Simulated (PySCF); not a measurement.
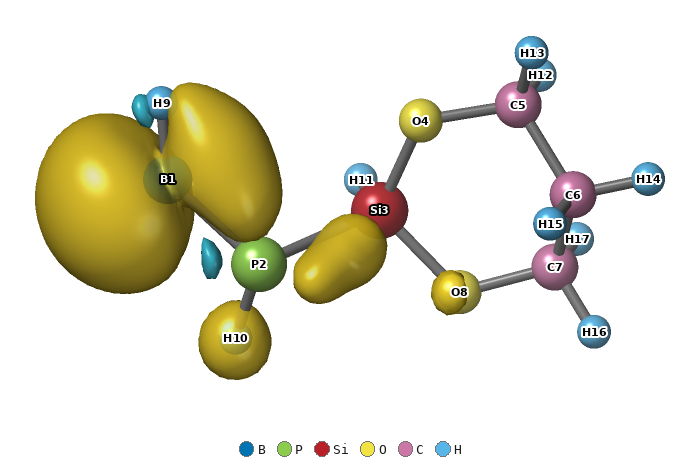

C3H9BO2PSi (SMILES [BH]P[SiH]1OCCCO1) (doublet). Isosurfaces of the spin density at +0.015 (yellow) and −0.015 e/Å³ (cyan), seen at a tilt.

Geometry: GFN2-xTB.

Computed with PySCF, UKS B3LYP, pcH-1 on B C H O P Si, non-relativistic, mean-field spin-orbit, GIAO.

```xyz
17

B     3.8129    0.9805   -0.3347
P     2.6021   -0.0765   -1.0856
Si    0.9623   -0.3647    0.3682
O     0.2044    1.0703    0.5000
C    -1.1874    1.0937    0.6754
C    -1.8967    0.1408   -0.2782
C    -1.4523   -1.2953   -0.0344
O    -0.0737   -1.4600   -0.2415
H     3.7844    2.0871    0.0053
H     3.0994   -1.3764   -1.0459
H     1.3387   -0.8036    1.7227
H    -1.4237    0.8231    1.7124
H    -1.5109    2.1239    0.4993
H    -2.9754    0.2200   -0.1447
H    -1.6369    0.4163   -1.3015
H    -1.9575   -1.9782   -0.7236
H    -1.6967   -1.5892    0.9939
```

Describe the spin distribution.

The unpaired spin (1 electron) lies mostly on B1 (about 0.8) and P2 (about 0.1), in electrons by Hirshfeld's partition.
